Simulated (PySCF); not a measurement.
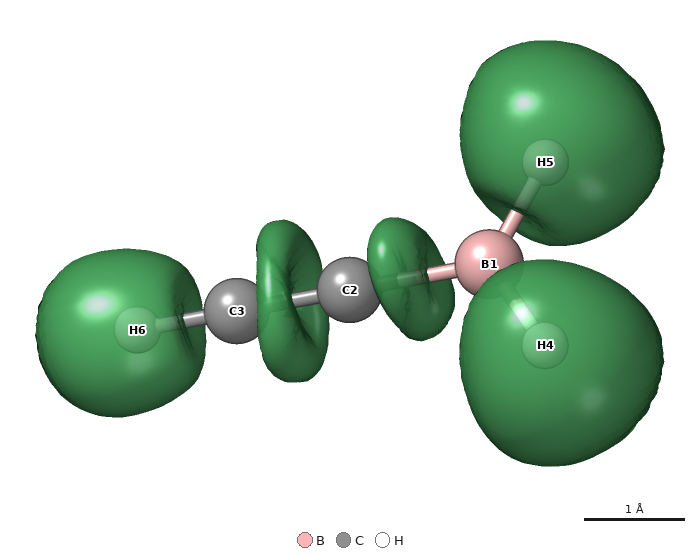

*C2H3B. Isosurface of the ELF at 0.85 (green), seen at a tilt. Only the valence region is drawn (cores and ρ < 0.01 e/Å³ removed).*

Geometry: PBE0-D3(BJ)/def2-SVP.

Computed with B3LYP/def2-SVPD, SCF density, gas phase (PySCF).

```xyz
6

B    -1.0237   -0.2290   -0.2826
C     0.4150    0.1275   -0.0051
C     1.5803    0.4163    0.2179
H    -1.6672    0.4272   -1.0653
H    -1.5329   -1.1711    0.2747
H     2.6069    0.6710    0.4141
```

Describe the localisation domains.

At this value the surface marks out one region between bonded B–C atoms (shared pairs), one region between bonded C–C atoms (shared pairs) and three regions around hydrogen nuclei. Along the contacts the grid gives the following. C–C (1.22 Å): the ELF peaks at about 0.90 between the atoms; a multiple bond. C–B (1.51 Å): the ELF peaks at about 0.95 between the atoms: a covalent bond.
